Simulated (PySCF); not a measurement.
**BP86/x2c-TZVPPall (sfX2C) run of BBr2F (dibromofluoroborane)**

Aim: the vertical ionisation energy of BBr2F (dibromofluoroborane) at BP86/x2c-TZVPPall (sfX2C), from 2 runs. 

The calculation is run with PySCF 2.14.0.

## 1. The molecule

The species is BBr2F (4 atoms), meant as a singlet with charge 0. As SMILES, `FB(Br)Br`. Geometry: relaxed at PBE0-D4/def2-TZVP.

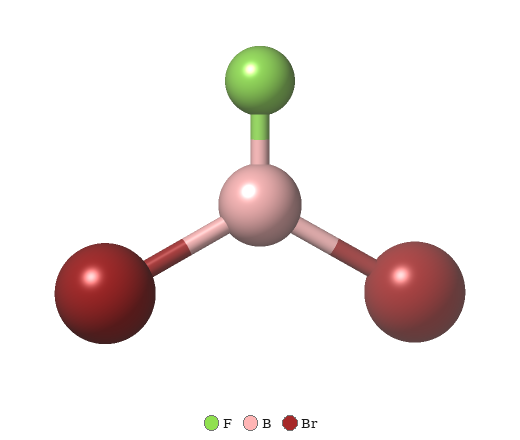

Viewed from a chosen angle; fluorine green, boron pink, bromine red.

## 2. A single-point energy at BP86/x2c-TZVPPall (sfX2C)

Contents of geometry.xyz:

```xyz
4

F      1.316550     0.465960     0.364370
B      0.123960     0.043770     0.034160
Br    -0.483040    -1.629420     0.701450
Br    -0.957470     1.119690    -1.099980
```

Contents of run.py:

```python
from pyscf import gto, dft

mol = gto.M(
    atom='geometry.xyz',
    max_memory=1860,
    spin=0,
    basis='x2c-tzvppall',
    verbose=3,
    charge=0,
)

calc0 = dft.RKS(mol, xc='bp86')
calc0 = calc0.x2c()
calc0.conv_tol = 1e-10
calc0.grids.level = 4
calc0.kernel()
if not calc0.converged:
    calc0 = calc0.newton().run(calc0.mo_coeff, calc0.mo_occ)

energy = calc0.e_tot
print(f'total energy: {energy:.8f} hartree')
```

Launch:

```console
OMP_NUM_THREADS=1 python run.py
```

Log:

```text
converged SCF energy = -5338.17655262885
total energy: -5338.17655263 hartree
```

It took 51 s on 1 thread of Arm Neoverse V1, shared host; peak memory 1.2 GiB.

## 3. The doublet cation

Contents of calc.py:

```python
from pyscf import gto, dft

molecule = gto.Mole()
molecule.atom = '''
F    1.316550   0.465960   0.364370
B    0.123960   0.043770   0.034160
Br  -0.483040  -1.629420   0.701450
Br  -0.957470   1.119690  -1.099980
'''
molecule.charge = 1
molecule.basis = 'x2c-tzvppall'
molecule.spin = 1
molecule.verbose = 4
molecule.max_memory = 1860
molecule.build()

ks = dft.UKS(molecule, xc='bp86')
ks = ks.x2c()
ks.conv_tol = 1e-10
ks.grids.level = 4
ks.kernel()
if not ks.converged:
    ks = ks.newton().run(ks.mo_coeff, ks.mo_occ)

etot = ks.e_tot
print('E(%s) = %.9f' % ('BP86', etot))
```

Launch:

```console
OMP_NUM_THREADS=1 python calc.py
```

Log:

```text
PySCF version 2.14.0

[INPUT] num. atoms = 4
[INPUT] num. electrons = 83
[INPUT] charge = 1
[INPUT] spin (= nelec alpha-beta = 2S) = 1
[INPUT] symmetry False subgroup None
[INPUT] Mole.unit = angstrom
[INPUT] Symbol           X                Y                Z      unit          X                Y                Z       unit  Magmom
[INPUT]  1 F      1.316550000000   0.465960000000   0.364370000000 AA    2.487918929296   0.880536785002   0.688559508008 Bohr   0.0
[INPUT]  2 B      0.123960000000   0.043770000000   0.034160000000 AA    0.234250450401   0.082713312472   0.064553044415 Bohr   0.0
[INPUT]  3 Br    -0.483040000000  -1.629420000000   0.701450000000 AA   -0.912813307210  -3.079157541889   1.325548390076 Bohr   0.0
[INPUT]  4 Br    -0.957470000000   1.119690000000  -1.099980000000 AA   -1.809356072487   2.115907444414  -2.078660942499 Bohr   0.0

nuclear repulsion = 430.663016623796
number of shells = 16
number of NR pGTOs = 298
number of NR cGTOs = 158
basis = x2c-tzvppall
ecp = {}

[... 39 lines left out ...]
WARN: HOMO -0.299196125029552 >= LUMO -0.299196125029557
[... 58 lines left out ...]
converged SCF energy = -5337.78931713386  <S^2> = 0.75180933  2S+1 = 2.0018085
E(BP86) = -5337.789317134
```

Wall time 94 s (1 thread of Arm Neoverse V1, shared host); peak memory 1.2 GiB.

## 4. Summary of results

Level: BP86/x2c-TZVPPall (sfX2C).

```
                                          quantity           value
                       singlet BBr2F: total energy  -5338.17655 Eh
                      singlet BBr2F: dipole moment          0.30 D
                        singlet BBr2F: HOMO energy        -7.37 eV
                        singlet BBr2F: LUMO energy        -2.29 eV
                      singlet BBr2F: HOMO–LUMO gap         5.08 eV
                      doublet cation: total energy  -5337.78932 Eh
doublet cation: HOMO energy (highest over α and β)       -14.14 eV
 doublet cation: LUMO energy (lowest over α and β)       -13.72 eV
                              doublet cation: ⟨S²⟩           0.752
vertical ionisation energy (to the doublet cation)       10.537 eV
```

What this shows: Removing an electron at fixed nuclei costs 10.54 eV (1017 kJ/mol). −ε(HOMO) before ionisation, 7.37 eV, is 3.17 eV below this ionisation energy.
